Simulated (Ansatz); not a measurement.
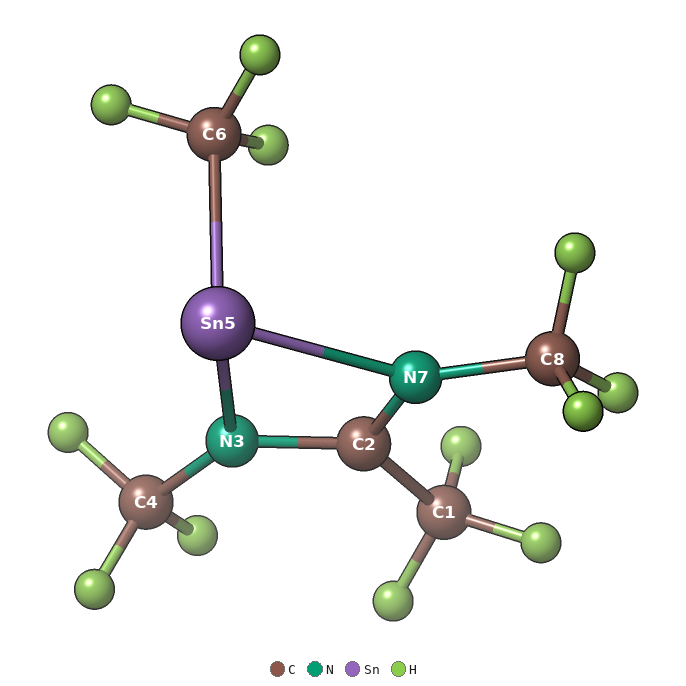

Depth is shown by fading: the farther an atom, the more it takes the colour of the background. The geometry was computed by an optimisation with PBE-D4/def2-SVP. No frequency run is at hand to confirm it as a minimum.

What is the conformation of the ring C2–N3–Sn5–N7?

Answer. It is planar. The Cremer–Pople amplitude Q is 0.02 Å.

Give the torsion angles round the ring, beginning with the bond from its second to its third atom.

Answer. 1°, −1°, 2°, −2°.
